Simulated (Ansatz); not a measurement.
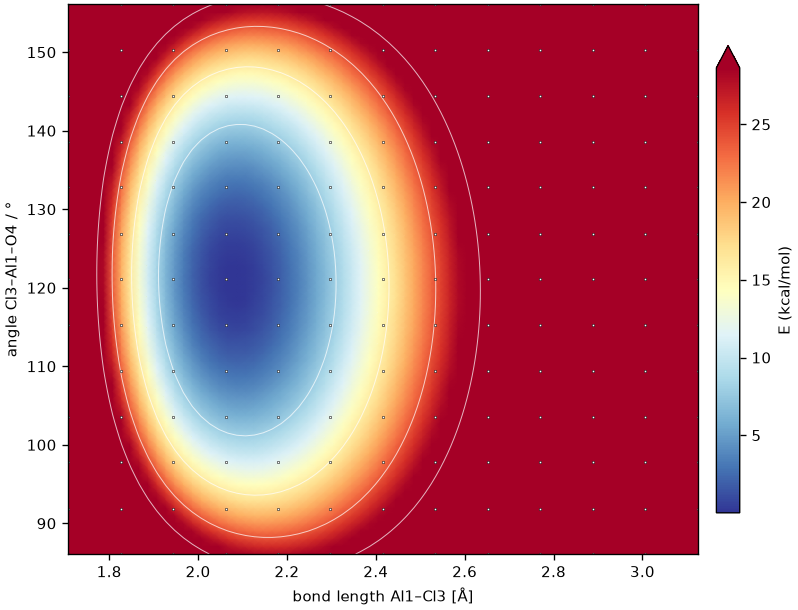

AlCl2(OH). Coordinates scanned: (1) bond length Al1–Cl3; (2) angle Cl3–Al1–O4. Nothing is relaxed (all other coordinates rigid). The grid has 13 × 13 points. Energies are in kcal/mol, from the relaxed molecule at the same level. The reference is spin-restricted, which grows unreliable where a bond is stretched far. Method: RHF/def2-TZVP (Ansatz 0.2.0).

Drawn: a smooth colour map with a few white contour lines, dots at the grid points, one colour for all values above the top of the scale. Between grid points the surface is interpolated.

> Estimate the position of the minimum and the force constants in these coordinates.

The interpolated minimum is at bond length Al1–Cl3 ≈ 2.083 Å, angle Cl3–Al1–O4 ≈ 121.1°. The curvatures there are about 18 eV/Å² and 5.4 eV/rad², with a cross term of about 0.2 eV/(Å·rad). Round the minimum the two coordinates are nearly uncoupled. (1 eV is 23.1 kcal/mol.)
